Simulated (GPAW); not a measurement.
The P K edge of atom 1 in P (Cmce), with 2 P at 2.22 Å and 1 P at 2.24 Å (distorted pyramidal, site symmetry m), was computed in 2 ways: excited-electron core hole (neutral cell) and no core hole. Program and functional: GPAW, LDA, Gaussian full width 0.9 eV up to 4 eV, rising linearly to 3.5 eV at 25 eV; cells of 4 and 16 atoms (the run without a hole in the smaller).

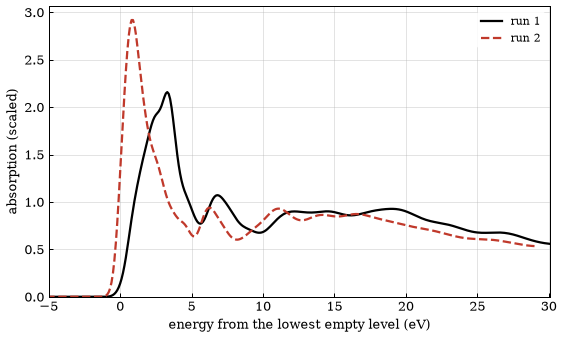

Each run is counted from its own lowest empty level or Fermi level and scaled to a mean of 1 over its first 20 eV.

Question: Which run is which?

Run 1: no core hole (area from −2 to 6 eV 7.8, main maxima 3.3 eV (2.16), 6.8 eV (1.07) and 19.0 eV (0.93)). Run 2: excited-electron core hole (neutral cell) (area from −2 to 6 eV 9.0, main maxima 0.8 eV (2.92), 6.3 eV (0.94), 11.1 eV (0.93) and 16.5 eV (0.87)). With each curve scaled to its own mean, the area from −2 to 6 eV with the hole is 9.0 against 7.8, and the centre of weight from −1 to 20 eV moves by -0.9 eV: the hole pulls the absorber's empty states down.

[Hosts, paths, dates, database ids (printed as entryN), source tags and the programs' standing remarks are cut or masked in the printed files.]

[Lists of maxima count a maximum above −3 eV only where it reaches 4 % of the highest in the window and stands out from its surroundings by 2 % of it (1.5 % where it reaches 55 %); shoulders and weaker maxima are passed over, and of the rest the first, up to two pre-edge ones and the few strongest are named.]
